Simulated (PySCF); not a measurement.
SMILES F[SiH](F)c1ccc(cc1)[SiH2]F (C₆H₇F₃Si₂) at its GFN2-xTB optimised geometry (Å):

```
18

Si    -1.9398    -3.7057     4.7107
F     -1.0487    -3.4416     6.0273
C     -1.2897    -2.5566     3.3685
C     -0.1835    -1.7379     3.5860
C      0.2908    -0.9001     2.5956
C     -0.3192    -0.8513     1.3422
C     -1.4303    -1.6677     1.1256
C     -1.9015    -2.5039     2.1176
Si     0.3209     0.2894     0.0000
F     -0.0250    -0.3262    -1.4364
F      1.9214     0.2894     0.0000
H     -1.7311    -5.1104     4.3890
H     -3.3019    -3.3742     5.1060
H      0.3101    -1.7598     4.5467
H      1.1535    -0.2790     2.7900
H     -1.9214    -1.6495     0.1634
H     -2.7608    -3.1300     1.9220
H     -0.1117     1.6677     0.0000
```

Computed with B3LYP/def2-SVP (PySCF).

Map of the electrostatic potential (hartree/e), clipped to [-0.08, 0.12] on the plane z = 0.6 Å:

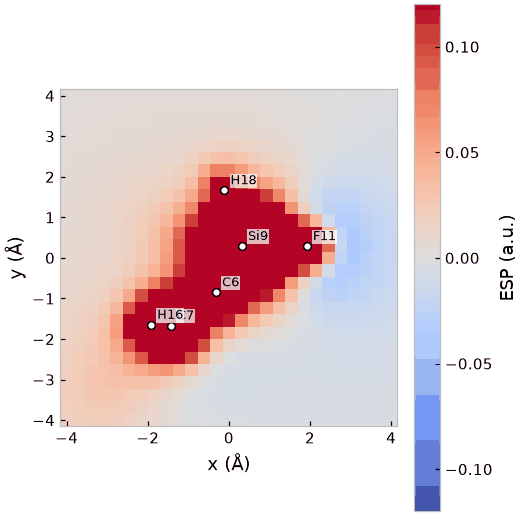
*Electrostatic potential (hartree/e), clipped to [-0.08, 0.12] on the plane z = 0.6 Å.*
